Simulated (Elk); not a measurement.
Band structure of WC (P-6m2, 2 atoms in the cell).

```yaml
crystal:
  lattice:
    - [2.90755, 0.00000, 0.00000]
    - [-1.45377, 2.51801, 0.00000]
    - [0.00000, 0.00000, 2.83064]
  atoms:
    - { symbol: W, position: [0.00000, 0.00000, 0.00000] }
    - { symbol: C, position: [0.66667, 0.33333, 0.50000] }
```

Method: PBE, all-electron FP-LAPW, Elk's shipped species files, APW+lo basis with extra local orbitals run with Elk 10.2.4.

Settings: xctype = 20; rgkmax = 8; swidth = 0.00499791 Ha; ngridk = 13 13 12; gmaxvr = 14 1/bohr; nxlo = 2; lorbcnd = true; rmtscf = 0.84; lmaxi = 3; maxscl = 100.

The starting cell comes from a database of computed structures (which also holds hypothetical and non-ambient phases and stackings), without a prior relaxation at this level. Its lattice was rescaled by a random factor within 2.5 % of one. Spin-orbit coupling is off. Spin polarisation is off. Values depend on the basis (sphere radii, cutoffs, local orbitals), which need not be converged.

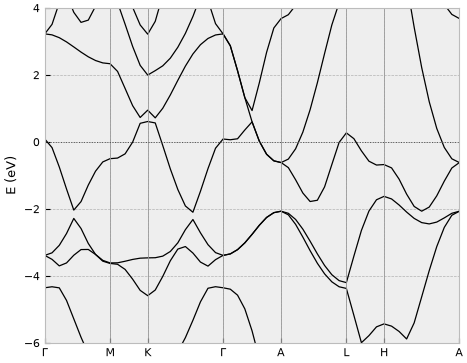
Figure. Bands along the path, energies from the Fermi level.

Levels in eV from the Fermi level, bands 13 to 20:
| point | 13 | 14 | 15 | 16 | 17 | 18 | 19 | 20 |
|---|---|---|---|---|---|---|---|---|
| Γ | -4.36 | -3.39 | -3.39 | 0.09 | 3.22 | 3.22 | 5.60 | 5.60 |
| M | -7.07 | -3.63 | -3.61 | -0.50 | 2.33 | 4.50 | 4.84 | 6.85 |
| K | -6.61 | -4.59 | -3.46 | 0.61 | 0.95 | 2.00 | 3.22 | 9.17 |
| A | -8.68 | -2.07 | -2.07 | -0.62 | -0.62 | 3.68 | 4.49 | 4.49 |
| L | -6.49 | -4.37 | -4.20 | 0.27 | 4.41 | 5.31 | 6.63 | 9.17 |
| H | -7.26 | -5.43 | -1.63 | -0.68 | 4.39 | 6.38 | 7.59 | 9.15 |

Bands cross the Fermi level along this path, so the cell is metallic at this level.
